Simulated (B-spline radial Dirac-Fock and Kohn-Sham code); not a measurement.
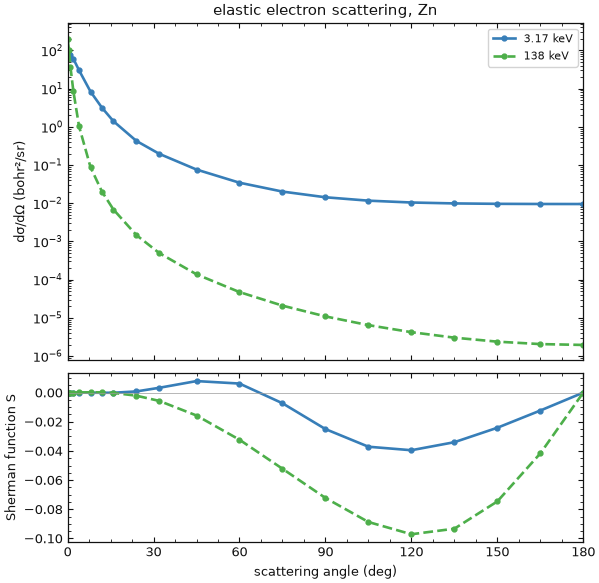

Differential cross section for elastic electron scattering and the Sherman function against angle at 3.17 keV and 138 keV, computed at the marked angles. The figure is for atomic Zn. Level of theory: Dirac partial waves in the static Dirac–Fock field with Furness–McCarthy exchange, no polarisation or absorption; calculated with a radial B-spline solver.

**What does this calculation give for the integrated and first transport cross sections at 3.17 keV, and for the share scattered backwards?**

2.74 and 0.240 bohr²; 2.5 % goes into the backward hemisphere.

**Where are the minima at 3.17 keV?**

There is no marked minimum on this grid.

**By what factor does the cross section at 3.17 keV drop from 0° to 180°?**

From 84.4 to 0.0096 bohr²/sr, a factor of 8800.
